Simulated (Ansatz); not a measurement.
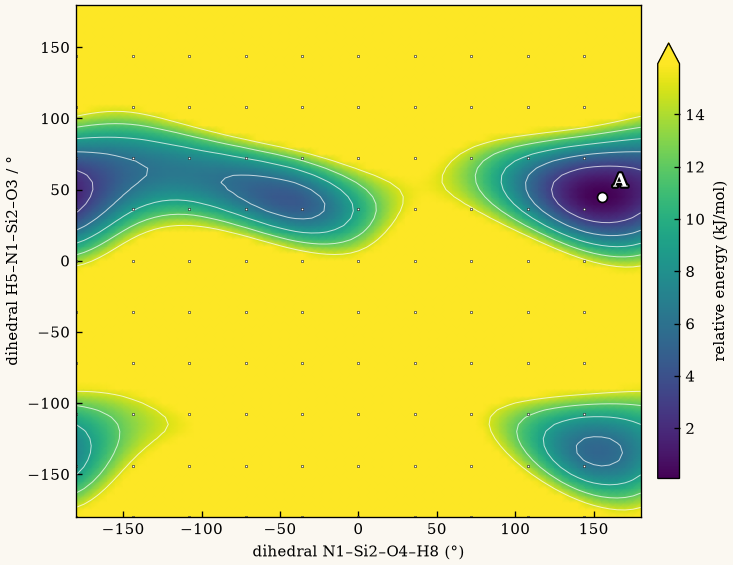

H₄NO₂Si, SMILES N[Si](O)O, spin multiplicity 2. 
- The first coordinate is: dihedral N1–Si2–O4–H8; the second: dihedral H5–N1–Si2–O3.
- Nothing is relaxed (all other coordinates rigid).
- The grid has 10 × 10 points.
- Energies: kJ/mol, counted from the relaxed molecule at the same level.
- Level of theory: UKS PBE-D4/def2-TZVP in Ansatz 0.2.0.

Drawn: a smooth colour map with a few white contour lines, dots at the grid points, one colour for all values above the top of the scale, the point A. Between grid points the surface is interpolated.

### What is the easiest way out of the well at A, and how high is the barrier?

The easiest path leads from the well at about dihedral N1–Si2–O4–H8 = 155°, dihedral H5–N1–Si2–O3 = 45° to the well at about dihedral N1–Si2–O4–H8 = −45°, dihedral H5–N1–Si2–O3 = 45°, about 4.3 kJ/mol higher. Its highest point lies about 6.3 kJ/mol above the bottom of the first well on the interpolated surface, at about dihedral N1–Si2–O4–H8 = −110°, dihedral H5–N1–Si2–O3 = 60°. Seen from the upper well the barrier is about 2 kJ/mol. The start is the relaxed structure and all else is held, so a fully relaxed path at this level can only be lower.

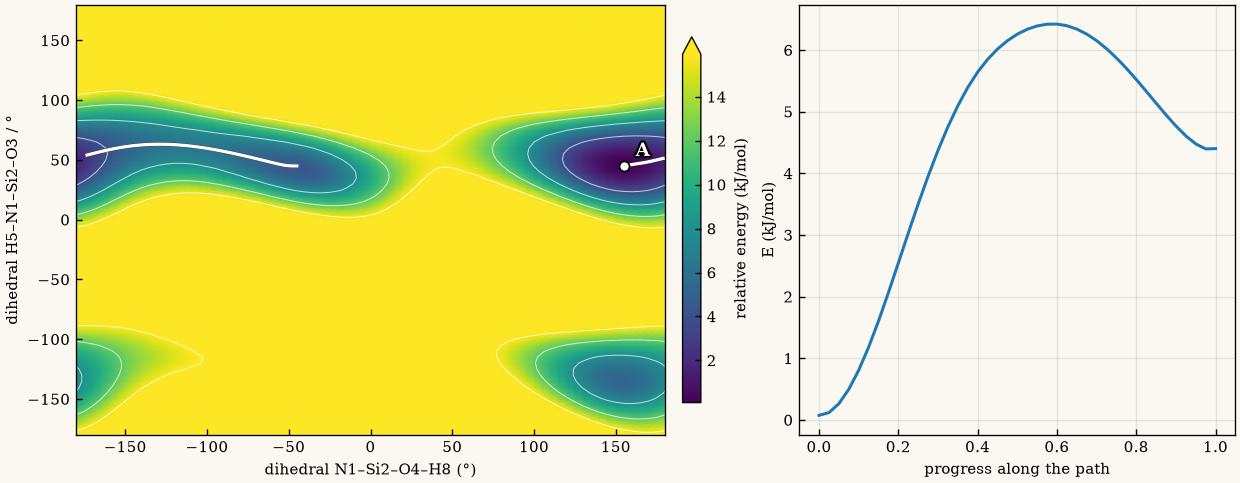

Drawn: a smooth colour map with a few white contour lines, a line along the lowest path, one colour for all values above the top of the scale, the energy along the path at the right. Between grid points the surface is interpolated.
